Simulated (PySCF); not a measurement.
# H2O3Si2: the cost of one run

Computed with PySCF 2.14.0 (relaxation, pbe0, def2-tzvp, and further levels as typed in the inputs, unless a step's input says otherwise).

**1. Starting point**

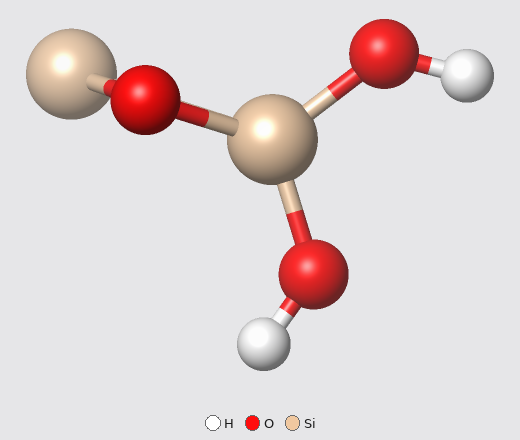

The starting structure, seen face on (hydrogen white, oxygen red, silicon light orange).

Coordinates:

```xyz
7

H    -0.3690    2.1675    1.5359
O     0.5438    1.8825    1.4447
Si    1.1187    0.8146    0.4360
O     0.0084    0.3813   -0.5974
H     0.1169   -0.1775   -1.3712
O     2.7029    0.9063   -0.0465
Si    3.2090   -0.4225    0.7995
```

**2. Relaxation: H2O3Si2, charge +1**

Input file run.py:

```python
from pyscf import gto, dft
from pyscf.geomopt.geometric_solver import optimize
mol = gto.M(atom="mol.xyz", basis="def2-tzvp", charge=1, spin=1, verbose=4)
mf = dft.UKS(mol, xc="pbe0").density_fit().run(conv_tol=1e-9)
for i in range(6):  # look for a lower solution of the same spin
    mo, _, ok, _ = mf.stability(return_status=True)
    if ok: break
    mf.kernel(mf.make_rdm1(mo, mf.mo_occ))
print(f"converged SCF energy = {mf.e_tot:.10f}, stable: {ok}")
mf = mf.newton()  # steadier than the usual iterations for open shells
m = optimize(mf, maxsteps=60)
print("optimised structure (A):")
for k in range(m.natm): print(m.atom_symbol(k), *(f"{x:.8f}" for x in m.atom_coords(unit="A")[k]))
```

The run is started by

```
$ python run.py
```

**Question.** How long does this run take on 8 threads of Arm Neoverse N1, shared host?

About 4.6 min.
